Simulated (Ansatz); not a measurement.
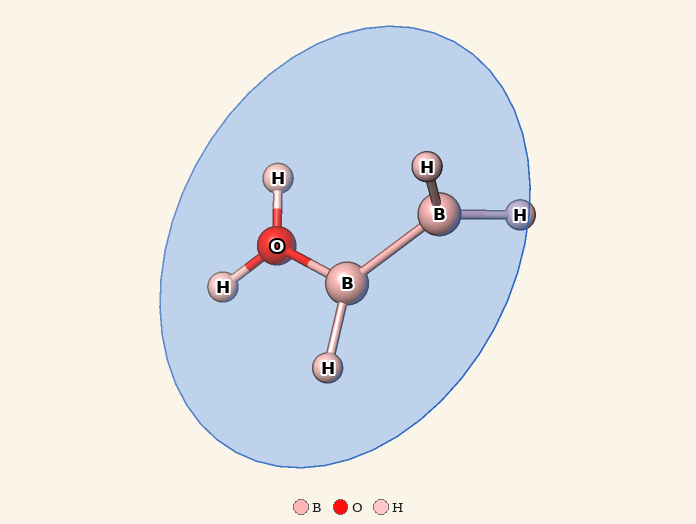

All proper rotation axes (lines) and mirror planes (discs) of the structure are drawn in. Atoms fade into the background with distance from the viewer. State: charge +1, singlet. The geometry was computed by an optimisation with PBE0-D4/def2-TZVP. No frequency run is at hand to confirm it as a minimum.

> Name the symmetry elements and the point group.

It has 1 mirror plane. Point group Cs. The group has 2 operations. The geometry is achiral, and symmetry allows a dipole moment.
